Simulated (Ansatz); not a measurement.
## A computed series for Pt: response to strain

The reference is Pt in the fcc (Cu type) structure (space group Fm-3m, No. 225; a = 3.895 Å; relaxed with 0.1 eV smearing). Axes: x, y, z lie along the cube axes.

Strains are applied to the cell and any free atomic positions relax; under biaxial strain the out-of-plane vector relaxes too.

Level of theory: plane-wave PAW DFT at the LDA level (Ansatz, a quantum-chemistry and plane-wave program, 420 eV), no spin-orbit coupling.

Notes on the quantities. energy relative to the base: free energy F.

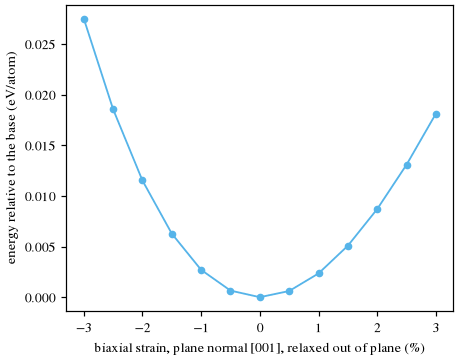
Energy relative to the base against biaxial strain, plane normal [001], relaxed out of plane

**Question.** From the plot, what is the energy relative to the base for biaxial strain +0.50 %, plane normal [001], relaxed out of plane?

**Answer.** About 0.001 eV/atom.

**Question.** Is the trend monotonic over the range shown?

**Answer.** No, it turns within the range, spanning 0 meV/atom to +28 meV/atom.

Whether these cells are dynamically stable was not tested. The final runs are not spin-polarised.
